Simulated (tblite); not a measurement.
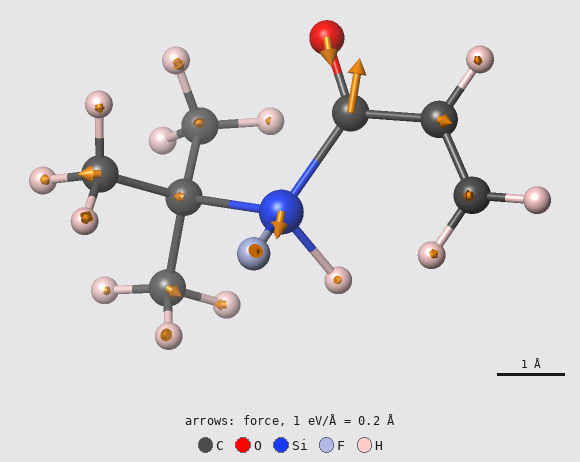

Starting geometry of C7H13FOSi with the computed forces as orange arrows. A ball-and-stick model, seen at a tilt.

The calculation used tblite, GFN2-xTB geometry optimisation, gas phase. 

**What follows when this structure is relaxed?**

It isn't relaxed: the largest force vector, on a C atom, is 4.21 eV/Å. The final displacements have little in common with the starting forces (cosine between the two patterns 0.10). Over 167 geometry steps the energy falls by 72.6 kJ/mol. The atom that moves furthest after the best rigid fit is an H atom (1.21 Å). By element the largest moves are H 1.21 Å, F 1.06 Å, Si 0.58 Å, C 0.57 Å, O 0.32 Å. Among the contacts that change: C–Si 1.829 → 1.931 Å, F–Si 1.678 → 1.627 Å, C–Si 1.864 → 1.910 Å, C–O 1.258 → 1.218 Å. Among the angles between lasting bonds that change: C–Si–H 105.6° → 114.3°, C–Si–H 105.3° → 112.1°, C–Si–F 113.2° → 106.6°. Groups turn about C–Si by about 30°, C–C by about 30°, C–Si by about 20°. The run took 1.5 s on 1 thread of Arm Neoverse V2, on a shared host.
